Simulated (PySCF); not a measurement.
**AuSH: singlet, from a bent start**

The task is one start of a wider search on AuSH: the singlet, from a bent start. It is relaxed, tested by its Hessian and followed downhill if it is a saddle.

Program: PySCF 2.14.0. Level of theory: PBE0, basis Au def2-TZVP with ECP60, S def2-TZVP, H def2-TZVP, scalar-relativistic core potentials, no spin–orbit coupling, density fitting. These are calculated values, not measurements.

### 1 Starting geometry

3 atoms, charge 0, spin multiplicity 1.

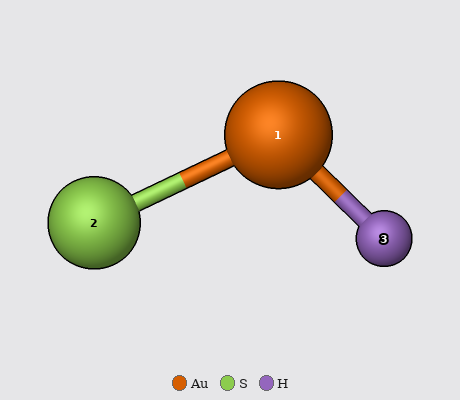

Start geometry, drawn with gold orange, sulfur green, hydrogen purple; atoms are numbered from 1 in the order of the file.

Coordinates in bohr (charge 0 multiplicity 1):
```
Au    0.0000    0.0000    0.0000
S    -3.3282    0.0000    2.3304
H     2.4149    0.0000    1.6909
```

### 2 The SCF at the typed geometry

One driver script runs all steps and calls PySCF; scf.py shows how it sets up the SCF of each step. The optimiser is the driver's own. After this first run the driver tries any further starts and a stability analysis.

scf.py

```python
from pyscf import gto, scf, dft
mol = gto.M(atom='''
Au     0.000000     0.000000     0.000000
S     -1.761200     0.000000     1.233200
H      1.277900     0.000000     0.894800''',
    basis={'Au': 'def2-TZVP', 'S': 'def2-TZVP', 'H': 'def2-TZVP'},
    ecp={'Au': 'def2-TZVP'},
    charge=0, spin=0)
mf = dft.RKS(mol, xc='PBE0')
mf.grids.atom_grid = (50, 194)
aux = {'Au': 'def2-universal-JKFIT', 'S': 'def2-universal-JKFIT', 'H': 'def2-universal-JKFIT'}
mf = mf.density_fit(auxbasis=aux)
mf.conv_tol = 1e-08
mf.diis_space = 10
mf.max_cycle = 60
mf.init_guess = 'minao'
mf.verbose = 4
mf.kernel()
```

The run is started by

```
> OMP_NUM_THREADS=2 python axn.py task.json out
```

The runs that follow: Relaxation: bent start, singlet; Is it a minimum? Harmonic modes; A spin-polarised start; Frequencies.

What does the calculation give? Wanted: minimum; geometry; wavenumbers; dipole moment; highest occupied, lowest empty level; polar-tensor charge of Au1; zero-point energy; atomisation energy; ⟨S²⟩.

As calculated:

| quantity | value |
| --- | --- |
| minimum | broken-symmetry (Ms = 0), Cs |
| geometry | Au–H 1.600 Å, Au–S 2.202 Å; H–Au–S 147.8° |
| wavenumbers (cm⁻¹) | 300, 385, 2094 |
| dipole moment | 0.83 D |
| highest occupied, lowest empty level (either spin) | -7.85, -5.03 eV |
| polar-tensor charge of Au1 | +0.25 e |
| zero-point energy | 16.6 kJ/mol |
| entropy at 298.15 K | 274.9 J/(mol K) |
| atomisation energy (no zero-point energy) | 418 kJ/mol |
| ⟨S²⟩ | 0.926 |

**Reading.** The molecule stays Cs, as typed, and the end point is a minimum. The determinant is spin-contaminated (⟨S²⟩ = 0.93 against 0.00), so it is no pure spin state. In the infrared the band at 300 cm⁻¹ (bend) leads. Only this shape and spin were tried, so other structures or states may lie lower. The SCF density has lower symmetry than the nuclear frame. Spin–orbit coupling, left out here, can matter for elements this heavy.
